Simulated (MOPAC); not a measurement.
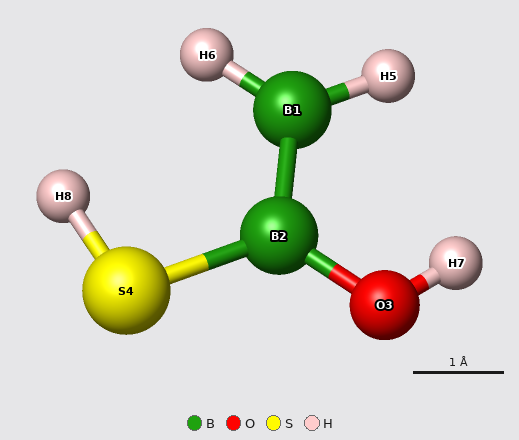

Fig. 1: The structure as given in the input (ball-and-stick view, seen at a tilt; atoms are numbered from 1 in the order of the input). Bond lengths as drawn: B–B 1.67 Å, B–H 1.18 Å, B–O 1.47 Å, B–S 1.89 Å, H–O 0.99 Å and H–S 1.41 Å.

Polarizability calculation of B2H4SO

The run: polarizability calculation of B2H4SO, SMILES BB(O)S. Method and program: MNDOD, closed shell (MOPAC 23.2.5).

Output
```
MOPAC v23.2.5
MNDOD CALCULATION RESULTS

 *  MNDOD      - The MNDOD Hamiltonian to be used
 *  STATIC     - CALCULATE STATIC FIELD POLARIZABILITIES
 *  1SCF       - DO 1 SCF AND THEN STOP
 *  THREADS=1  - MULTI-THREADING NOT USED
 *  AUX        - OUTPUT AUXILIARY INFORMATION
STATIC 1SCF MNDOD AUX(PRECISION=6) THREADS=1

  ATOM    CHEMICAL      BOND LENGTH      BOND ANGLE     TWIST ANGLE
 NUMBER    SYMBOL       (ANGSTROMS)      (DEGREES)       (DEGREES)
   (I)                     NA:I           NB:NA:I       NC:NB:NA:I       NA    NB    NC
     1       B          0.00000000  *    0.0000000  *    0.0000000  *     0     0     0
     2       B          1.67067200  *    0.0000000  *    0.0000000  *     1     0     0
     3       O          1.46771100  *  121.1614170  *    0.0000000  *     2     1     0
     4       S          1.88787500  *  120.2310740  *  180.0000000  *     2     1     3
     5       H          1.18114900  *  119.9852650  *   -0.0000000  *     1     2     3
     6       H          1.18106700  *  120.5575370  *  180.0000000  *     1     2     3
     7       H          0.99002800  *  107.1790840  *    0.0000000  *     3     2     1
     8       H          1.40686800  *   95.0694490  *    0.0000000  *     4     2     1

          CARTESIAN COORDINATES

    NO.       ATOM           X           Y           Z

     1         B          0.0000      0.0000      0.0000
     2         B          1.6707      0.0000      0.0000
     3         O          2.4301      1.2559      0.0000
     4         S          2.6212     -1.6311      0.0000
     5         H         -0.5903      1.0231      0.0000
     6         H         -0.6005     -1.0170     -0.0000
     7         H          1.7721      1.9956      0.0000
     8         H          1.4730     -2.4441      0.0000

           Empirical Formula: H4 O B2 S  =     8 atoms

      MOLECULAR POINT GROUP   :   Cs

      RHF CALCULATION, NO. OF DOUBLY OCCUPIED LEVELS = 11

 -------------------------------------------------------------------------------
 STATIC 1SCF MNDOD AUX(PRECISION=6) THREADS=1

     1SCF WAS SPECIFIED, SO BFGS WAS NOT USED
     SCF FIELD WAS ACHIEVED

                              MNDOD CALCULATION

          FINAL HEAT OF FORMATION =        -62.66234 KCAL/MOL =    -262.17924 KJ/MOL

          COSMO AREA              =        115.54 SQUARE ANGSTROMS
          COSMO VOLUME            =        102.22 CUBIC ANGSTROMS

          IONIZATION POTENTIAL    =          9.377654 EV
          HOMO LUMO ENERGIES (EV) =         -9.378 -0.712
          NO. OF FILLED LEVELS    =         11
          MOLECULAR WEIGHT        =         73.7110         POINT GROUP:  Cs

          MOLECULAR DIMENSIONS (Angstroms)

            Atom       Atom       Distance
            H     8    H     7     4.44977
            H     5    S     4     3.38263
            S     4    H     6     0.00000

          SCF CALCULATIONS        =          1

          WALL-CLOCK TIME         =      0.016 SECONDS
          COMPUTATION TIME        =      0.013 SECONDS

  ATOM    CHEMICAL      BOND LENGTH      BOND ANGLE     TWIST ANGLE
 NUMBER    SYMBOL       (ANGSTROMS)      (DEGREES)       (DEGREES)
   (I)                     NA:I           NB:NA:I       NC:NB:NA:I       NA    NB    NC
     1       B          0.00000000  *    0.0000000  *    0.0000000  *     0     0     0
     2       B          1.67067200  *    0.0000000  *    0.0000000  *     1     0     0
     3       O          1.46771100  *  121.1614170  *    0.0000000  *     2     1     0
     4       S          1.88787500  *  120.2310740  *  180.0000000  *     2     1     3
     5       H          1.18114900  *  119.9852650  *   -0.0000000  *     1     2     3
     6       H          1.18106700  *  120.5575370  *  180.0000000  *     1     2     3
     7       H          0.99002800  *  107.1790840  *    0.0000000  *     3     2     1
     8       H          1.40686800  *   95.0694490  *    0.0000000  *     4     2     1

                             CARTESIAN COORDINATES

   1    B        0.000000000     0.000000000     0.000000000
   2    B        1.670672000     0.000000000     0.000000000
   3    O        2.430140362     1.255939245     0.000000000
   4    S        2.621195553    -1.631127521     0.000000000
   5    H       -0.590311416     1.023056886     0.000000000
   6    H       -0.600458435    -1.017039294    -0.000000000
   7    H        1.772066367     1.995597312     0.000000000
   8    H        1.473005115    -2.444107402     0.000000000

           Empirical Formula: H4 O B2 S  =     8 atoms

      MOLECULAR POINT GROUP   :   Cs

                  EIGENVALUES
 -40.31908 -23.88992 -20.76743 -18.88935 -16.18674 -14.68093 -13.38219 -13.33518
 -12.59466 -10.27966  -9.37765  -0.71207   0.81847   1.98702   2.55362   3.05633
   4.68663   5.07784   6.26920   6.99584  20.02293  20.21834  20.31679  20.36997
  20.69730

              NET ATOMIC CHARGES AND DIPOLE CONTRIBUTIONS

  ATOM NO.   TYPE          CHARGE      No. of ELECS.   s-Pop       p-Pop       d-Pop
    1          B           0.195788        2.8042     1.26950     1.53471
    2          B          -0.165744        3.1657     1.26893     1.89681
    3          O          -0.220512        6.2205     1.81155     4.40896
    4          S           0.174393        5.8256     1.75240     4.03301     0.04020
    5          H          -0.076013        1.0760     1.07601
    6          H          -0.063008        1.0630     1.06301
    7          H           0.189330        0.8107     0.81067
    8          H          -0.034233        1.0342     1.03423
 DIPOLE           X         Y         Z       TOTAL
 POINT-CHG.     0.058    -0.546     0.000     0.549
 HYBRID        -1.577     0.700    -0.000     1.726
 SUM           -1.519     0.155    -0.000     1.527

          ATOMIC ORBITAL ELECTRON POPULATIONS

     Atom    s        px        py        pz      x^2-y^2     xz        z^2       yz        xy
    1  B   1.26950   0.74278   0.76438   0.02755
    2  B   1.26893   0.79155   0.72071   0.38456
    3  O   1.81155   1.44012   1.18086   1.78799
    4  S   1.75240   1.23130   1.00682   1.79490   0.01021   0.00144   0.00641   0.00357   0.01858
    5  H   1.07601
    6  H   1.06301
    7  H   0.81067
    8  H   1.03423

    THE F-F METHOD IS PERFORMED USING BOTH AN ENERGY
    AND DIPOLE MOMENT EXPANSION.  THESE RESULTS ARE
    LISTED BELOW AS "H.o.F." AND "Dipole", RESPECTIVELY.

          MOLECULAR WEIGHT =   73.71

          ROTATIONAL CONSTANTS IN CM(-1)

          A =    0.27918007   B =    0.13907058   C =    0.09282887

           PRINCIPAL MOMENTS OF INERTIA IN UNITS OF 10**(-40)*GRAM-CM**2

          A =      100.2722   B =      201.2934   C =      301.5656

 ROTATION MATRIX FOR ORIENTATION OF MOLECULE:

         0.462459    0.886641    0.000000
        -0.886641    0.462459    0.000000
         0.000000   -0.000000    1.000000

          CARTESIAN COORDINATES

    NO.       ATOM         X         Y         Z

     1         B       -1.2902   -1.5158   -0.0000
     2         B       -0.5175   -0.0346    0.0000
     3         O       -1.2799    1.2196    0.0000
     4         S        1.3683    0.0539   -0.0000
     5         H       -2.4702   -1.5661   -0.0000
     6         H       -0.6661   -2.5186   -0.0000
     7         H       -2.2400    0.9782    0.0000
     8         H        1.5581   -1.3401   -0.0000

 ENERGY OF "REORIENTED" SYSTEM WITHOUT FIELD:      -62.66234 Kcal/mol

 APPLIED ELECTRIC FIELD MAGNITUDE:         0.10284 VOLTS PER ANGSTROM
    Step  1 of 36 done (+X)
    Step  2 of 36 done (-X)
    Step  3 of 36 done (+2X)
    Step  4 of 36 done (-2X)
    Step  5 of 36 done (+Y)
    Step  6 of 36 done (-Y)
    Step  7 of 36 done (+2Y)
    Step  8 of 36 done (-2Y)
    Step  9 of 36 done (+Y+X)

                     H.o.F.         Dipole

     X              0.511428       0.511493
     Y              0.723867       0.723898
     X              0.000027       0.000262

 MAGNITUDE:         0.886308       0.886371  (A.U.)
                    2.252605       2.252763  (DEBYE)

 Polarizability Tensor from Heat of Formation:

                     1          2          3
 ------------------------------------------
          1  69.086464
          2   2.145255  42.835571
          3  -0.011627  -0.002801   8.682608

    ROOT NO.    1           2           3

             8.68261    42.66141    69.26062

         1   0.00019    -0.08092    -0.99672
         2   0.00007     0.99672    -0.08092
         3   1.00000    -0.00005     0.00020

 Polarizability Tensor from Dipole Moment:

                     1          2          3
 ------------------------------------------
          1  69.006154
          2   2.088467  42.780064
          3   0.020908  -0.013546   8.558888

    ROOT NO.    1           2           3

             8.55887    42.61480    69.17143

         1  -0.00036    -0.07889    -0.99688
         2   0.00042     0.99688    -0.07889
         3   1.00000    -0.00044    -0.00033

 Average Polarizability from:     H.o.F         Dipole
                               40.201548      40.115035  A.U.
                                5.957065       5.944246  ANG.**3
                            1.191381D-23   1.188817D-23  ESU

 *                    *
 * JOB ENDED NORMALLY *
 *                    *

 TOTAL JOB TIME:             0.09 SECONDS

 == MOPAC DONE ==
```

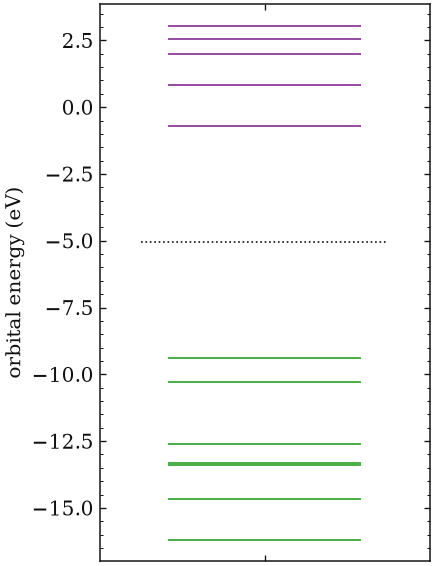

Fig. 2: Orbital energies near the frontier; the dotted line parts filled from empty levels, and levels within 0.02 eV of each other stand side by side. Highest filled −9.38 eV, lowest empty −0.71 eV, 8.67 eV apart.

The run was set up as follows.

Input (run.mop)
```
STATIC 1SCF MNDOD AUX(PRECISION=6) THREADS=1


B    0.000000  1    0.000000  1    0.000000  1     0   0   0
B    1.670672  1    0.000000  1    0.000000  1     1   0   0
O    1.467711  1  121.161417  1    0.000000  1     2   1   0
S    1.887875  1  120.231074  1  180.000000  1     2   1   3
H    1.181149  1  119.985265  1  360.000000  1     1   2   3
H    1.181067  1  120.557537  1  180.000000  1     1   2   3
H    0.990028  1  107.179084  1    0.000000  1     3   2   1
H    1.406868  1   95.069449  1    0.000000  1     4   2   1
```

Command:
```bash
obabel -:"BB(O)S" --gen3d -omopin -xk "STATIC 1SCF MNDOD AUX(PRECISION=6) THREADS=1" -O run.mop
mopac run.mop
```

Results in brief

```json
{"quantity": "outcome", "value": "converged"}
{"quantity": "heat of formation", "value": "−62.66 kcal/mol"}
{"quantity": "basis functions", "value": "25"}
{"quantity": "HOMO", "value": "−9.38 eV"}
{"quantity": "LUMO", "value": "−0.71 eV"}
{"quantity": "dipole moment", "value": "1.53 D"}
{"quantity": "hardware", "value": "1 thread of Arm Neoverse N1, 98 GiB of memory available, shared host"}
{"quantity": "peak memory", "value": "0.12 GiB"}
```

MOPAC's energies along a path are heats of formation.
